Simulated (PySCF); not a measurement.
**Run report: BSiH$_{5}$O, frequency calculation**

- system: BSiH$_{5}$O
- method: RKS PBE0-D4/def2-TZVP, density fitting (PySCF 2.14.0)

The geometry comes from this level: PBE0-D4/def2-TZVP.

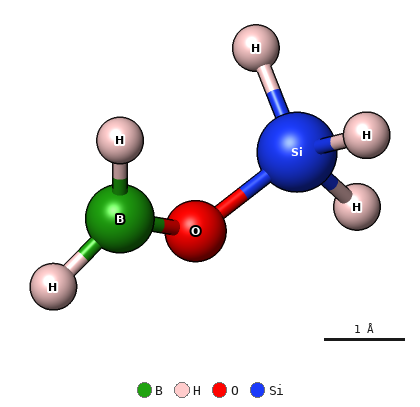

The structure (ball-and-stick view, seen at a tilt). Bond lengths as drawn: B–H 1.20 to 1.21 Å, B–O 1.35 Å, H–Si 1.48 Å and O–Si 1.66 Å.

### Summary

- outcome: converged
- total energy: −10678.7237 eV
- hardware: 4 threads of Arm Neoverse V1, 23 GiB of memory available, shared host
- wall time: 2 min (CPU time 7.1 min)
- peak memory: 1.7 GiB

### Input
```python
import json, numpy as np
from pyscf import gto, scf, dft, mp, cc
EV, BOHR = 27.211386245988, 0.529177210903
mol = gto.M(atom="""
B -0.968080 1.165449 0.288416
H -2.062723 1.083428 0.769261
H -0.496579 2.226302 -0.034918
O -0.264343 0.029219 0.114037
Si 1.254395 -0.194447 -0.522223
H 1.549741 -1.641643 -0.429794
H 1.273720 0.244640 -1.939607
H 2.247442 0.584386 0.258499
""", basis="def2-tzvp", charge=0, spin=0, max_memory=8670, verbose=0)
def mean_field(mol, dm=None):
    mf = dft.RKS(mol, xc="pbe0").density_fit()
    mf.conv_tol = 1e-9; mf.grids.level = 4
    mf.kernel(dm0=dm)
    if not mf.converged: mf = mf.newton().run(mf.mo_coeff, mf.mo_occ)
    assert mf.converged
    return mf
def d4(mol):
    from pyscf.dispersion.dftd4 import DFTD4Dispersion
    real = gto.M(atom=[(mol.atom_pure_symbol(i), mol.atom_coord(i)) for i in range(8)], unit='B', charge=mol.charge, spin=None, basis='def2-svp', verbose=0)
    r = DFTD4Dispersion(real, xc="pbe0", atm=True).get_dispersion(grad=True); return r["energy"], r["gradient"]
def energy_and_gradient(mol, dm=None):
    mf = mean_field(mol, dm); e, g = d4(mol)
    return mf, (mf.e_tot + e) * EV, (mf.nuc_grad_method().kernel()[:8] + g) * EV / BOHR
out = {}
from pyscf.hessian import thermo
mf = mean_field(mol); n = mol.natm; h = mf.Hessian().kernel(); x0 = mol.atom_coords()
for i in range(n):
    for a in range(3):
        g = []
        for s in (1, -1):
            x = x0.copy(); x[i, a] += s * 0.005; g.append(d4(mol.set_geom_(x, unit='B', inplace=False))[1])
        h[i, :, a, :] += (g[0] - g[1]) / 0.01
for i in range(n): h[i, i] -= h[i].sum(0)  # translational sum rule: the analytic Hessian lacks the grid's response
w = thermo.harmonic_analysis(mol, h, imaginary_freq=False)['freq_wavenumber']; r = w[w > 0] * 1.239842e-4; T = [298.15, 498.15, 698.15, 898.15]
print("Vibrations: " + " ".join(f"{a:.2f}" for a in w) + f" cm⁻¹, zero-point energy {r.sum() / 2:.6f} eV")
A = [r.sum() / 2 + 8.617333e-5 * t * np.log(1 - np.exp(-r / 8.617333e-5 / t)).sum() for t in T]
out.update(energy=(mf.e_tot + d4(mol)[0]) * EV, converged=True, hessian=(h.transpose(0, 2, 1, 3).reshape(3 * n, -1) * EV / BOHR**2).round(5).tolist(), temperatures=T, free_energy=A)
out['s2'] = mf.spin_square()[0]; out['nelec'] = mol.nelec
print(f"Total energy {out['energy']:.6f} eV, <S^2> {out['s2']:.4f}")
json.dump(out, open("out.json", "w"), default=float)
```

Launched with:
```bash
OMP_NUM_THREADS=4 python run.py
```

### Output
```
Vibrations: -93.60 171.70 269.07 722.55 723.90 758.57 950.83 953.73 968.98 1026.30 1058.81 1226.23 1390.19 2235.98 2241.21 2262.11 2530.53 2632.28 cm⁻¹, zero-point energy 1.371448 eV
Total energy -10678.723683 eV, <S^2> 0.0000
```

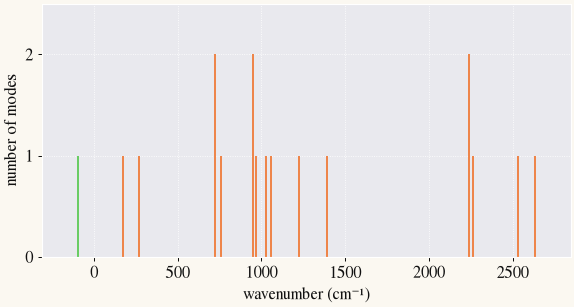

Harmonic vibrational wavenumbers from the force constants; neighbouring modes closer than 12 cm⁻¹ are counted in one stick, and imaginary ones are drawn at negative wavenumbers. 18 modes from 94i to 2632 cm⁻¹, 1 imaginary beyond 8i (94i cm⁻¹): not a clean minimum; so soft a mode can be a shallow saddle, an incomplete relaxation or noise of the force constants.
